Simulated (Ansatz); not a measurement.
# Re, pressure series

Base system: Re in the hcp (Mg type) structure (space group P6_3/mmc, No. 194; a = 2.7577 Å, c = 4.4625 Å).

Cell and atoms are relaxed at each pressure.

Method: Kohn–Sham DFT with the r2SCAN functional, run in Ansatz (a quantum-chemistry and plane-wave program) with PAW and 500 eV plane waves, without spin-orbit coupling, earlier PAW set.

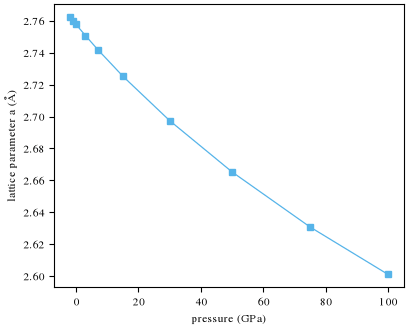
Figure: Lattice parameter a against pressure

Question: From the plot, what is the lattice parameter a for pressure 50 GPa?

Answer: About 2.67 Å.

Question: Is the trend monotonic over the range shown?

Answer: Yes, it falls throughout, spanning 2.601 Å to 2.763 Å.

Load acts through the strain it causes; cell and atoms are relaxed under it. Stability against distortions was not tested. No other phases were tried under pressure. All final runs are without spin polarisation.
